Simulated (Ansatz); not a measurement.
# InH3 (SMILES [H][In]([H])[H]) at PBE/STO-3G

What is the electronic atomisation energy of InH3 at PBE/STO-3G? 

The results are computed with Ansatz 0.2.0.

27 further runs of the same task are left out: 1 that didn't finish, 26 set aside as unsound or not needed.

## Step 1: Starting point

The species is InH3 (4 atoms), meant as a singlet with charge 0. SMILES: `[H][In]([H])[H]`. The shape comes from GFN2-xTB, which is rough for such elements, and wasn't checked as a minimum.

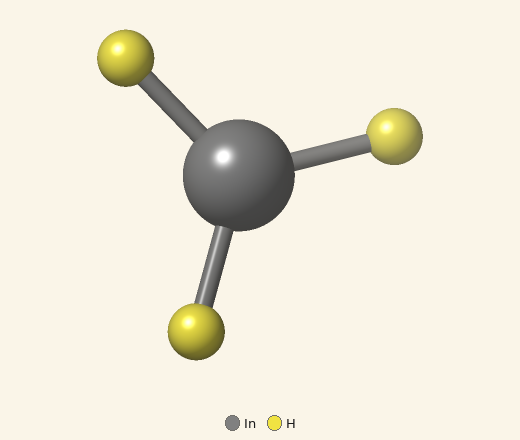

The structure, seen from a chosen angle (indium grey, hydrogen yellow).

## Step 2: The energy at PBE/STO-3G

File molecule.yaml:

```yaml
crystal:
  periodic: [false, false, false]
  atoms:
    - symbol: In
      position_ang: [0.000640, -0.000740, -0.000540]
    - symbol: H
      position_ang: [1.718930, -0.027790, 0.013510]
    - symbol: H
      position_ang: [-0.834510, 1.501400, -0.017780]
    - symbol: H
      position_ang: [-0.885060, -1.472880, 0.004810]
basis:
  gaussian:
    orbitals: STO-3G
hamiltonian:
  xc: {name: PBE}
accuracy: high
```

Command:

```
$ ansatz run molecule.yaml --threads 1 --pin off --max-ram 2610MiB --events-out events.jsonl --progress --plain --runs-dir runs
```

What it wrote:

```text
Warning: RAYON_NUM_THREADS=1 ignored (pool sized by the plan → 1); use --threads N
Functional definition: PBE
  name "PBE"
  parameter kappa = 0.804
  parameter beta = 0.06672455060314922
  exchange = pbe_x(kappa = kappa, mu = beta*pi^2/3)
  correlation = pbe_c(beta = beta)
527 factors; integrals over basis functions are off by at most 4.0e-9 eV
mean field evaluation 1: about -154721.8015 eV, gradient 2.5e1 eV
mean field evaluation 2: about -154722.8593 eV, gradient 1.7e1 eV
mean field evaluation 4: about -154724.2101 eV, gradient 1.4e-1 eV
mean field evaluation 8: about -154724.1498 eV, gradient 1.9e-3 eV
mean field -154724.14975271 eV, -5686.0076276167 hartree, gradient 7.3e-9 eV, S^2 0.000000; 0 other end points of the search recorded, 0 dependent functions left out
reference -154724.14975446 eV, -5686.0076276810 hartree; 26, 26 occupied and 4, 4 virtual orbitals, 527 factors
Total energy: -154724.14975446 eV, -5686.0076276810 hartree
```

Run time: 0.58 s. Hardware: 1 thread of AMD EPYC 9R45 (Zen 5), shared host.

## Step 3: The H atom at the same level

File in.yaml:

```yaml
crystal:
  periodic: [false, false, false]
  atoms:
    - {symbol: H, position_ang: [0.000000, 0.000000, 0.000000]}
basis:
  gaussian: {orbitals: STO-3G}
magnetization: {spin_polarized: true, initial_magnetization: 1}
hamiltonian: {xc: {name: PBE}}
accuracy: high
```

Run the same way, it converges to -0.46438 Eh (log not shown).

## Step 4: The In atom at the same level

File input.yaml:

```yaml
crystal:
  periodic: [false, false, false]
  atoms:
    - {symbol: In, position_ang: [0.000000, 0.000000, 0.000000]}
basis:
  gaussian:
    orbitals: STO-3G
magnetization:
  spin_polarized: true
  initial_magnetization: 1
hamiltonian:
  xc: pbe
accuracy: high
```

Command:

```
$ ansatz run input.yaml --threads 1 --pin off --max-ram 2610MiB --events-out events.jsonl --progress --plain --runs-dir runs
```

What it wrote:

```text
Warning: RAYON_NUM_THREADS=1 ignored (pool sized by the plan → 1); use --threads N
[... 6 set-up lines as earlier in the session ...]
251 factors; integrals over basis functions are off by at most 4.7e-9 eV
mean field evaluation 1: about -154672.5389 eV, gradient 3.0e-1 eV
mean field evaluation 2: about -154672.5392 eV, gradient 1.5e-2 eV
mean field evaluation 4: about -154672.5378 eV, gradient 2.9e-4 eV
mean field evaluation 8: about -154672.5378 eV, gradient 1.7e-7 eV
mean field evaluation 16: about -154665.8017 eV, gradient 8.2e0 eV
mean field evaluation 32: about -154664.3973 eV, gradient 7.8e0 eV
mean field evaluation 64: about -154664.0447 eV, gradient 8.0e0 eV
mean field -154672.53779491 eV, -5684.1109231515 hartree, gradient 1.2e-8 eV, S^2 0.750000; 2 other end points of the search recorded, 0 dependent functions left out
reference -154672.53779647 eV, -5684.1109232088 hartree; 25, 24 occupied and 2, 3 virtual orbitals, 251 factors
Total energy: -154672.53779647 eV, -5684.1109232088 hartree
```

Run time: 0.82 s. Hardware: 1 thread of AMD EPYC 9R45 (Zen 5), shared host; peak memory 0.12 GiB.

## Step 5: Results

Level: PBE/STO-3G.

| quantity | value |
| --- | --- |
| molecule: total energy | -5686.00763 Eh |
| H atom: total energy | -0.46438 Eh |
| H atom: ⟨S²⟩ | 0.750 |
| In atom: total energy | -5684.11092 Eh |
| In atom: ⟨S²⟩ | 0.750 |
| electronic atomisation energy | 13.703 eV |

In words: Taking the molecule apart into free atoms costs 13.70 eV (1322 kJ/mol), before zero-point energy and without spin-orbit coupling. In a minimal basis such a difference can be off by several eV, whatever the method. Relativity is left out (molecule) although the molecule holds a heavy atom. Relativity is left out (In atom) although the molecule holds a heavy atom.
